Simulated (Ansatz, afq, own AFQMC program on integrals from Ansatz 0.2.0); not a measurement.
# BH4+ (triplet): quantum Monte Carlo beside coupled cluster at scale of all distances = 1.000, cc-pVDZ, part 2 of 2

Ansatz 0.2.0, Gaussian basis, and an in-house AFQMC program (afq) on its integrals; all values are calculated; cc-pVDZ, frozen cores. The steps go on from the part before.

## 14. Phaseless AFQMC, CISD trial on UHF

It reads the integrals that the CCSD(T) run on this determinant wrote.

Launch:

```console
$ afq ham --method phaseless --trial cisd --walkers 4000 --populations 20 --least-time 60 --time-step 0.005 --steps-per-block 50 --equilibration-blocks 28 --max-blocks 4000 --target-error 0.00015 --factor-cut 1e-05 --start spin_pure --seed 8565 --release-times 0.24,0.51,0.99,1.62,2.4 --release-step 0.03 --release-every 3 --taylor-order 6
```

What it wrote:

```text
orbitals 33  electrons 4 2  factors 259 of 305
reference energy -26.49514625 Eh
CCSD correlation -0.10952104 Eh in 10 cycles, weight of the determinant in the CISD state 0.9417
energy of the start -26.604560 Eh
 block  time / (1/Eh)  mean weight  energy / Eh
     1     0.250  1.0002  -26.604302
     2     0.500  0.9999  -26.604865
     3     0.750  0.9999  -26.605462
     4     1.000  1.0000  -26.605899
     5     1.250  0.9999  -26.606261
     6     1.500  1.0000  -26.606479
     7     1.750  0.9998  -26.606682
     8     2.000  0.9997  -26.606836
     9     2.250  1.0000  -26.606916
    10     2.500  1.0000  -26.607062
    11     2.750  0.9999  -26.607080
    12     3.000  1.0000  -26.607071
    13     3.250  1.0000  -26.607247
    14     3.500  0.9999  -26.607101
    15     3.750  0.9999  -26.607131
    16     4.000  1.0002  -26.607215
    17     4.250  1.0002  -26.607160
    18     4.500  1.0000  -26.607148
    19     4.750  1.0002  -26.607218
    20     5.000  1.0000  -26.607230
    21     5.250  0.9996  -26.607068
    22     5.500  1.0001  -26.607078
    23     5.750  1.0002  -26.606934
    24     6.000  1.0001  -26.606982
    25     6.250  1.0000  -26.606995
    26     6.500  1.0001  -26.607126
    27     6.750  1.0000  -26.607208
    28     7.000  0.9999  -26.607254
    29     7.250  1.0000  -26.607187
    30     7.500  1.0000  -26.607177
    31     7.750  1.0001  -26.607305
    32     8.000  1.0000  -26.607183
    33     8.250  1.0002  -26.607211
    34     8.500  0.9997  -26.607197
    35     8.750  0.9999  -26.607153
    36     9.000  1.0001  -26.607126
    37     9.250  0.9998  -26.607111
    38     9.500  0.9999  -26.607068
    39     9.750  1.0000  -26.606943
    40    10.000  0.9999  -26.607219
    41    10.250  1.0001  -26.607267
    42    10.500  1.0001  -26.607472
    43    10.750  0.9997  -26.607370
    44    11.000  1.0001  -26.607288
    45    11.250  1.0000  -26.607200
    46    11.500  1.0002  -26.607175
    47    11.750  1.0001  -26.607265
    48    12.000  1.0000  -26.607176
    49    12.250  1.0000  -26.607002
    50    12.500  0.9999  -26.607220
    51    12.750  0.9999  -26.607078
    52    13.000  0.9998  -26.607110
    53    13.250  1.0002  -26.607085
    54    13.500  1.0001  -26.607010
    55    13.750  0.9996  -26.607139
    56    14.000  1.0002  -26.607249
    57    14.250  1.0000  -26.607007
    58    14.500  1.0000  -26.607130
    59    14.750  1.0000  -26.606996
    60    15.000  1.0000  -26.607077
    61    15.250  1.0001  -26.607126
    62    15.500  0.9999  -26.607073
    63    15.750  1.0002  -26.607074
    64    16.000  1.0000  -26.607040
    65    16.250  1.0000  -26.607062
    66    16.500  0.9998  -26.607036
    67    16.750  1.0000  -26.607036
    68    17.000  0.9997  -26.607269
    69    17.250  1.0000  -26.607281
    70    17.500  1.0001  -26.607125
    71    17.750  0.9998  -26.607276
    72    18.000  0.9997  -26.607332
    73    18.250  1.0001  -26.607220
    74    18.500  1.0000  -26.607402
    75    18.750  1.0000  -26.607353
    76    19.000  1.0000  -26.607265
    77    19.250  1.0000  -26.607293
    78    19.500  0.9999  -26.607062
error from the spread of 20 populations
released: time / (1/Eh)  energy / Eh  error  mean overlap
  0.24  -26.607223  0.000029  0.9994
  0.51  -26.607216  0.000025  1.0003
  0.99  -26.607288  0.000023  0.9948
  1.62  -26.607298  0.000019  0.9893
  2.40  -26.607285  0.000033  0.9879
energy -26.607170 +/- 0.000030 Eh
```

Wall time 34 s (1 × NVIDIA H100 80GB HBM3 with 2 threads of AMD EPYC 7R13 (Zen 3), shared host); peak host memory 1.5 GiB.

Energy -724.0180 ± 0.0008 eV. Caveats: constraint bias not in the error.

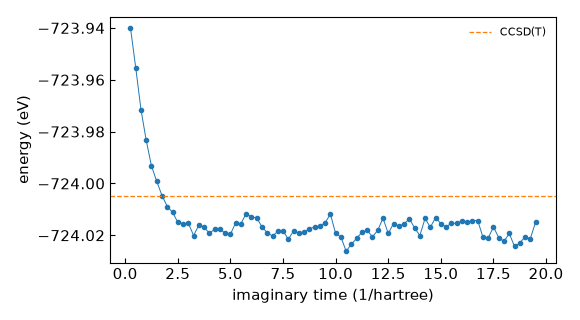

Block energies along the walk.

## 15. Phaseless AFQMC, single-determinant trial on UHF

It reads the integrals that the CCSD(T) run on this determinant wrote.

Launch:

```console
$ afq ham --method phaseless --trial hf --walkers 4000 --populations 20 --least-time 40 --time-step 0.005 --steps-per-block 20 --equilibration-blocks 112 --max-blocks 4000 --target-error 0.0007499999999999999 --factor-cut 1e-05 --start spin_pure --seed 542 --taylor-order 6
```

What it wrote:

```text
orbitals 33  electrons 4 2  factors 259 of 305
reference energy -26.49514625 Eh
CCSD correlation -0.10952104 Eh in 10 cycles, weight of the determinant in the CISD state 0.9417
energy of the start -26.495308 Eh
 block  time / (1/Eh)  mean weight  energy / Eh
     1     0.100  1.0002  -26.516923
     2     0.200  1.0006  -26.533278
     3     0.300  1.0007  -26.546657
     4     0.400  1.0007  -26.557547
     5     0.500  1.0004  -26.565603
     6     0.600  1.0005  -26.571407
     7     0.700  1.0007  -26.576531
     8     0.800  1.0003  -26.580885
     9     0.900  1.0003  -26.585669
    10     1.000  1.0004  -26.588051
    13     1.300  1.0001  -26.595116
    17     1.700  0.9999  -26.599969
    21     2.100  1.0002  -26.602646
    25     2.500  1.0000  -26.605122
    29     2.900  1.0001  -26.607334
    33     3.300  0.9998  -26.604860
    37     3.700  1.0001  -26.605038
    41     4.100  1.0000  -26.605856
    45     4.500  1.0002  -26.605589
    49     4.900  1.0002  -26.606488
    53     5.300  1.0000  -26.604974
    57     5.700  1.0002  -26.604205
    61     6.100  1.0000  -26.603215
    65     6.500  0.9997  -26.604432
    69     6.900  0.9995  -26.605193
    73     7.300  1.0000  -26.602621
    77     7.700  1.0000  -26.603722
    81     8.100  1.0003  -26.607034
    85     8.500  1.0001  -26.606025
    89     8.900  1.0000  -26.606158
    93     9.300  1.0000  -26.604772
    97     9.700  0.9998  -26.607538
   101    10.100  0.9999  -26.605107
   105    10.500  0.9998  -26.605822
   109    10.900  1.0001  -26.606679
   113    11.300  0.9999  -26.604882
   117    11.700  1.0002  -26.606354
   121    12.100  0.9997  -26.603864
   125    12.500  0.9999  -26.605956
   129    12.900  1.0001  -26.607763
   133    13.300  0.9998  -26.605881
   137    13.700  0.9999  -26.604406
   141    14.100  1.0000  -26.604025
   145    14.500  1.0000  -26.604572
   149    14.900  0.9998  -26.603339
   153    15.300  0.9999  -26.605168
   157    15.700  1.0000  -26.605314
   161    16.100  1.0002  -26.604499
   165    16.500  0.9997  -26.605892
   169    16.900  0.9998  -26.604562
   173    17.300  0.9999  -26.604278
   177    17.700  1.0000  -26.605130
   181    18.100  0.9997  -26.606079
   185    18.500  1.0003  -26.608127
   189    18.900  1.0002  -26.608361
error from the spread of 20 populations
energy -26.605569 +/- 0.000523 Eh
```

It took 17 s on 1 × NVIDIA H100 80GB HBM3 with 2 threads of AMD EPYC 7R13 (Zen 3), shared host; peak host memory 1.5 GiB.

Energy -723.9744 ± 0.0142 eV. Caveats: constraint bias not in the error.

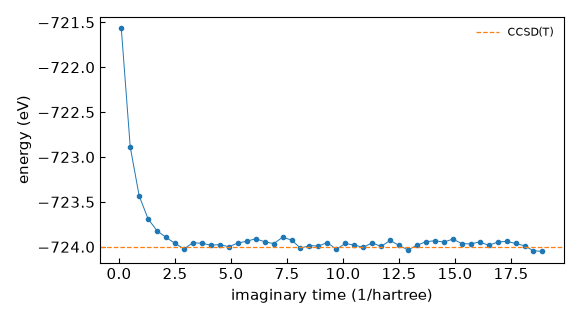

Block energies along the walk.

## 16. Free-projection AFQMC, CISD trial on UHF

It reads the integrals that the CCSD(T) run on this determinant wrote.

Launch:

```console
$ afq ham --method free --trial cisd --walkers 4000 --time-step 0.03 --max-blocks 4000 --target-error 0.0003 --factor-cut 1e-05 --seed 4059 --times 0,0.3,0.6,1.2,1.8,2.4,3.6,4.8,6 --taylor-order 8
```

What it wrote:

```text
orbitals 33  electrons 4 2  factors 259 of 305
reference energy -26.49514625 Eh
CCSD correlation -0.10952104 Eh in 10 cycles, weight of the determinant in the CISD state 0.9417
repeat  energy at the last time / Eh  error
    10  -26.607288  0.000061
    20  -26.607290  0.000037
    30  -26.607257  0.000030
time / (1/Eh)  energy / Eh  error  mean overlap
  0.00  -26.604674  0.000006  1.0620
  0.30  -26.606151  0.000009  1.0627
  0.60  -26.606720  0.000010  1.0636
  1.20  -26.607097  0.000011  1.0658
  1.80  -26.607209  0.000014  1.0667
  2.40  -26.607257  0.000016  1.0657
  3.60  -26.607269  0.000017  1.0669
  4.80  -26.607285  0.000025  1.0700
  6.00  -26.607264  0.000030  1.0707
energy -26.607264 +/- 0.000030 Eh
```

Run time: 37 s. Hardware: 1 × NVIDIA H100 80GB HBM3 with 2 threads of AMD EPYC 7R13 (Zen 3), shared host; peak host memory 1.5 GiB.

Energy -724.0205 ± 0.0008 eV. Caveats: remainder of the start not in the error.

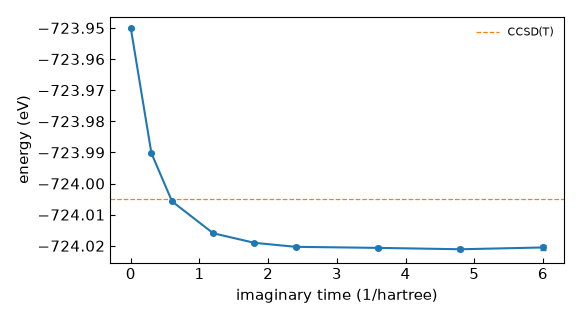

Energy against projection time, with error bars.

## 17. Phaseless AFQMC, CISD trial on UHF (settings varied)

It reads the integrals that the CCSD(T) run on this determinant wrote.

Launch:

```console
$ afq ham --method phaseless --trial cisd --walkers 10 --populations 1 --least-time 40 --time-step 0.01 --steps-per-block 50 --equilibration-blocks 20 --max-blocks 40 --target-error 0.00058 --factor-cut 0.001 --start spin_pure --seed 2048 --taylor-order 6
```

What it wrote:

```text
orbitals 33  electrons 4 2  factors 172 of 305
reference energy -26.49514625 Eh
CCSD correlation -0.10950487 Eh in 10 cycles, weight of the determinant in the CISD state 0.9417
energy of the start -26.604544 Eh
 block  time / (1/Eh)  mean weight  energy / Eh
     1     0.500  0.9945  -26.604934
     2     1.000  1.0066  -26.606338
     3     1.500  1.0001  -26.606090
     4     2.000  0.9976  -26.606032
     5     2.500  0.9914  -26.609046
     6     3.000  0.9950  -26.606301
     7     3.500  1.0083  -26.607715
     8     4.000  0.9972  -26.604832
     9     4.500  1.0035  -26.605023
    10     5.000  1.0030  -26.607886
    11     5.500  1.0015  -26.609638
    12     6.000  0.9949  -26.606330
    13     6.500  1.0062  -26.607560
    14     7.000  0.9978  -26.606546
    15     7.500  1.0038  -26.604268
    16     8.000  1.0010  -26.606635
    17     8.500  0.9982  -26.607505
    18     9.000  0.9943  -26.608820
    19     9.500  1.0016  -26.610195
    20    10.000  0.9975  -26.606617
    21    10.500  0.9949  -26.604907
    22    11.000  1.0045  -26.603765
    23    11.500  0.9988  -26.605666
    24    12.000  1.0065  -26.609043
    25    12.500  1.0035  -26.607666
    26    13.000  0.9938  -26.606237
    27    13.500  0.9910  -26.608450
    28    14.000  1.0039  -26.607603
    29    14.500  0.9910  -26.607507
    30    15.000  1.0022  -26.605313
    31    15.500  0.9963  -26.604676
    32    16.000  0.9997  -26.604833
    33    16.500  0.9964  -26.608531
    34    17.000  1.0125  -26.605219
    35    17.500  1.0025  -26.606848
    36    18.000  0.9889  -26.605868
    37    18.500  0.9935  -26.607061
    38    19.000  1.0084  -26.607274
    39    19.500  1.0025  -26.606170
    40    20.000  1.0032  -26.606800
    41    20.500  1.0032  -26.611182
    42    21.000  0.9995  -26.607969
    43    21.500  1.0013  -26.610261
    44    22.000  1.0047  -26.606842
    45    22.500  1.0096  -26.604196
    46    23.000  0.9962  -26.605739
    47    23.500  1.0074  -26.605310
    48    24.000  1.0049  -26.605052
    49    24.500  0.9936  -26.604267
    50    25.000  0.9937  -26.606087
    51    25.500  1.0066  -26.604179
    52    26.000  1.0073  -26.605586
    53    26.500  0.9971  -26.607913
    54    27.000  1.0025  -26.608156
    55    27.500  1.0054  -26.610209
    56    28.000  1.0022  -26.605749
    57    28.500  1.0010  -26.605552
    58    29.000  0.9939  -26.605364
    59    29.500  1.0033  -26.605632
    60    30.000  0.9951  -26.608382
blocks merged  error / Eh  count
     1  0.000282  40
     2  0.000323  20
     4  0.000414  10
energy -26.606576 +/- 0.000323 Eh
```

Run time: 11 s. Hardware: 1 × NVIDIA H100 80GB HBM3 with 2 threads of AMD EPYC 7R13 (Zen 3), shared host; peak host memory 1.5 GiB.

Energy -724.0018 ± 0.0088 eV. The run doesn't count as converged. Caveats: constraint bias not in the error; error not settled.

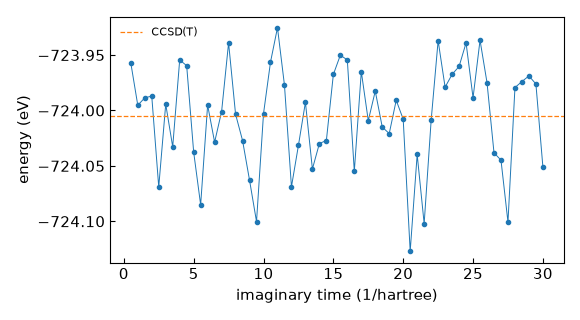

Block energies along the walk.

## 18. All levels side by side

The full CI on restricted orbitals is not used as the yardstick for these unrestricted rows.

On the UHF determinant, counted from CCSDTQ (a yardstick, not exact):

| level | energy (eV) | from CCSDTQ (kcal/mol) | statistical error (kcal/mol) | time |
| --- | --- | --- | --- | --- |
| HF | -720.9697 | +70.36 |  |  |
| MP2 | -723.2994 | +16.64 |  |  |
| CCSD | -723.9499 | +1.64 |  |  |
| CCSD(T) | -724.0050 | +0.37 |  |  |
| CCSDT(Q) | -724.0207 | 0.00 |  |  |
| CCSDTQ | -724.0209 | 0.00 |  |  |
| Phaseless AFQMC, CISD trial, step 0.005, 4000 walkers | -724.0180 | +0.07 | 0.02 | 34 s |
| Phaseless AFQMC, single-determinant trial, step 0.005, 4000 walkers | -723.9744 | +1.07 | 0.33 | 17 s |
| Free-projection AFQMC, CISD trial, step 0.03, 4000 walkers | -724.0205 | +0.01 | 0.02 | 37 s |

The functionals' totals stand on their own zeros and serve differences with other points: PBE -725.534 eV; r2SCAN -726.414 eV; PBE0 -725.795 eV; B3LYP -727.069 eV; wB97M-V -725.788 eV; B2PLYP -725.603 eV.

## 19. What came out

The summary covers parts 1 to 2.

```
                                                    quantity                  value
                                  CCSD(T) on UHF from CCSDTQ         +0.37 kcal/mol
              Phaseless AFQMC, CISD trial on UHF from CCSDTQ  +0.07 ± 0.02 kcal/mol
Phaseless AFQMC, single-determinant trial on UHF from CCSDTQ  +1.07 ± 0.33 kcal/mol
        Free-projection AFQMC, CISD trial on UHF from CCSDTQ  +0.01 ± 0.02 kcal/mol
```

On UHF the phaseless walk with the CISD trial lies +0.07 kcal/mol from CCSDTQ, 4 times its error bar. Free projection has no constraint; at the last time it gives +0.01 ± 0.02 kcal/mol, and from a start that isn't spin pure other spins can mix in. Error bars are statistical and leave out the constraint, the time step and what remains of the start.
